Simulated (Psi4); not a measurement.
# SiSe (SMILES [Si][Se]) at B3LYP/cc-pVTZ (sweep point 3)

What is the vertical electron affinity of SiSe at B3LYP/cc-pVTZ (sweep point 3)? 

Program for the calculation: Psi4 1.11.

## Step 1: The system as given

SiSe: 2 atoms, total charge 0, spin state singlet. As SMILES, `[Si][Se]`. The shape is that of a PBE0-D4/def2-TZVP optimisation.

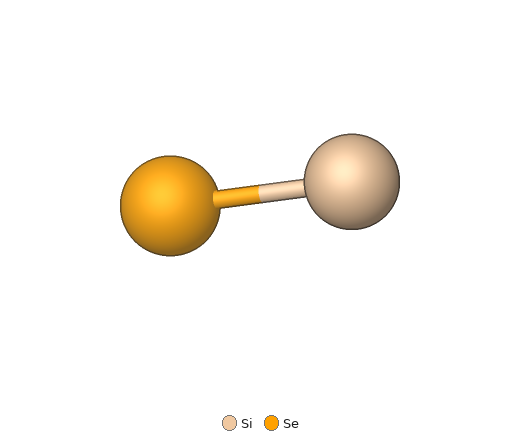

Viewed from a chosen angle; silicon light orange, selenium orange.

## Step 2: A single-point energy at B3LYP/cc-pVTZ (sweep point 3)

input.in

```
memory 1600 mb

molecule system {
  0 1
  Si     0.000000     0.000000     0.031440
  Se     0.000000     0.000000     2.093090
  symmetry c1
}

set {
  basis cc-pVTZ
  puream true
  scf_type pk
  dft_radial_points 99
  dft_spherical_points 590
}

energy("b3lyp")
```

Run with:

```bash
$ psi4 -i input.in -o input.out -n 1
```

input.out:

```text
[...]
  Running in c1 symmetry.
[...]
  Nuclear repulsion =  122.178038114578129
[...]
  Multiplicity = 1
[...]
  Nalpha       = 24
  Nbeta        = 24
[...]
    Number of basis functions: 77
[...]
   @RKS iter   1: -2690.35807737859250   -1.88625e+00   2.30284e-02 DIIS/ADIIS
[...]
   @RKS iter  10: -2691.16722036230476   -3.36877e-08   3.94296e-07 DIIS
[...]
    Orbital Energies [Eh]
    ---------------------
    Doubly Occupied:
       1A   -453.889917     2A    -66.185972     3A    -58.076504
       4A    -52.127961     5A    -52.127961     6A    -52.127319
       7A     -7.811852     8A     -5.751707     9A     -5.751707
      10A     -5.750640    11A     -5.324664    12A     -3.684162
      13A     -3.684162    14A     -3.678751    15A     -2.105548
      16A     -2.105548    17A     -2.105499    18A     -2.104831
      19A     -2.104831    20A     -0.694224    21A     -0.439733
      22A     -0.278713    23A     -0.278713    24A     -0.278005
[...]
  @RKS Final Energy: -2691.16722036230476
   => Energetics <=
    Nuclear Repulsion Energy =            122.1780381145781291
    One-Electron Energy =               -3988.5775424871417272
    Two-Electron Energy =                1262.1509425551209915
    DFT Exchange-Correlation Energy =     -86.9186585448620832
    Empirical Dispersion Energy =           0.0000000000000000
    VV10 Nonlocal Energy =                  0.0000000000000000
    Total Energy =                      -2691.1672203623043060
[...]
 Multipole Moments:
 ------------------------------------------------------------------------------------
     Multipole            Electronic (a.u.)      Nuclear  (a.u.)        Total (a.u.)
 ------------------------------------------------------------------------------------
 L = 1.  Multiply by 2.5417464519 to convert [e a0] to [Debye]
 Dipole X            :          0.0000000            0.0000000            0.0000000
 Dipole Y            :         -0.0000000            0.0000000           -0.0000000
 Dipole Z            :          5.4866096           -6.0524846           -0.5658750
 Magnitude           :                                                    0.5658750
[...]
```

Wall time 51 s (1 thread of Intel Xeon at 2.70GHz, shared host); peak memory 1.3 GiB.

## Step 3: The doublet anion

input.dat

```
memory 1600 mb

molecule geom {
  -1 2
  Si     0.000000     0.000000     0.031440
  Se     0.000000     0.000000     2.093090
  units angstrom
  symmetry c1
}

set basis cc-pVTZ
set reference uks
set puream true
set scf_type pk
set dft_radial_points 99
set dft_spherical_points 590
set maxiter 100

energy("b3lyp")
print_variables()
```

Run with:

```bash
$ psi4 input.dat output.dat -n 1
```

output.dat:

```text
[...]
  Running in c1 symmetry.
[...]
  Nuclear repulsion =  122.178038114578129
[...]
  Multiplicity = 2
[...]
  Nalpha       = 25
  Nbeta        = 24
[...]
    Number of basis functions: 77
[...]
   @UKS iter   1: -2690.31894988416389   -1.84712e+00   2.33690e-02 DIIS/ADIIS
[...]
   @UKS iter  10: -2691.18195672425645   -4.47799e-08   4.87143e-07 DIIS
[...]
   @S^2 Observed:                7.545951653E-01
[...]
    Orbital Energies [Eh]
    ---------------------
    Alpha Occupied:
       1A   -453.651639     2A    -65.921903     3A    -57.839226
       4A    -51.890947     5A    -51.890268     6A    -51.890098
       7A     -7.575609     8A     -5.516708     9A     -5.515681
      10A     -5.513454    11A     -5.064171    12A     -3.424839
      13A     -3.422706    14A     -3.419809    15A     -1.871348
      16A     -1.870683    17A     -1.868608    18A     -1.867967
      19A     -1.867663    20A     -0.467351    21A     -0.215144
      22A     -0.065204    23A     -0.061656    24A     -0.055328
      25A      0.066308
    Alpha Virtual:
[...]
  @UKS Final Energy: -2691.18195672425645
   => Energetics <=
    Nuclear Repulsion Energy =            122.1780381145781291
    One-Electron Energy =               -4000.0509513452070678
    Two-Electron Energy =                1273.8117662906786336
    DFT Exchange-Correlation Energy =     -87.1208097843061751
    Empirical Dispersion Energy =           0.0000000000000000
    VV10 Nonlocal Energy =                  0.0000000000000000
    Total Energy =                      -2691.1819567242564517
[...]
 Multipole Moments:
 ------------------------------------------------------------------------------------
     Multipole            Electronic (a.u.)      Nuclear  (a.u.)        Total (a.u.)
 ------------------------------------------------------------------------------------
 L = 1.  Multiply by 2.5417464519 to convert [e a0] to [Debye]
 Dipole X            :          0.0000000            0.0000000            0.0000000
 Dipole Y            :          0.0000000            0.0000000            0.0000000
 Dipole Z            :          6.9999555           -6.0524846            0.9474709
 Magnitude           :                                                    0.9474709
[...]
```

It took 48 s on 1 thread of Intel Xeon at 2.70GHz, shared host; peak memory 1.3 GiB.

## Step 4: What came out

At B3LYP/cc-pVTZ (sweep point 3):

| quantity | value |
| --- | --- |
| singlet SiSe: total energy | -2691.16722 Eh |
| singlet SiSe: dipole moment | 1.44 D |
| singlet SiSe: HOMO energy | -7.56 eV |
| singlet SiSe: LUMO energy | -2.58 eV |
| singlet SiSe: HOMO–LUMO gap | 4.98 eV |
| doublet anion: total energy | -2691.18196 Eh |
| doublet anion: HOMO energy (highest over α and β) | 1.80 eV |
| doublet anion: LUMO energy (lowest over α and β) | 3.24 eV |
| doublet anion: ⟨S²⟩ | 0.755 |
| vertical electron affinity (to the doublet anion) | 0.401 eV |

At fixed nuclei the extra electron is bound by 0.40 eV (38.7 kJ/mol). The basis has no diffuse functions, so the error can be as large as this value. The HOMO (doublet anion) lies at positive energy, 1.80 eV; only total energies tell whether the electron is bound.
